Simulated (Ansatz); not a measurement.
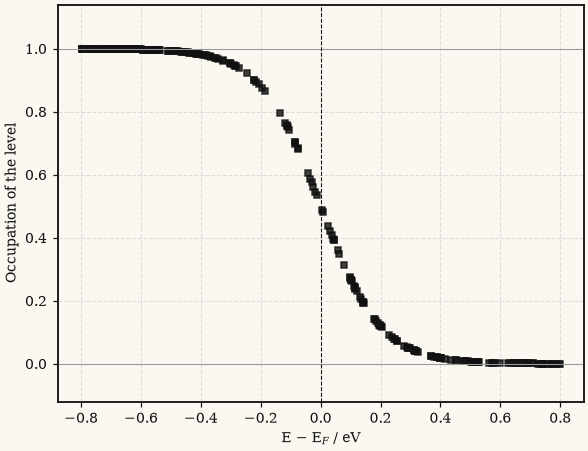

Occupations of the one-electron levels of the k mesh against their energy, from a run on Co, space group P6_3/mmc (No. 194), 4 atoms in the cell, with Ansatz.

### Which smearing scheme was used (Fermi-Dirac, Gaussian, Methfessel-Paxton or cold), and about what width?

Fermi-Dirac smearing with a width of 0.1 eV. The occupations stay between 0 and 1 and have long exponential tails; the slope at the Fermi level is 1/(4 × width).
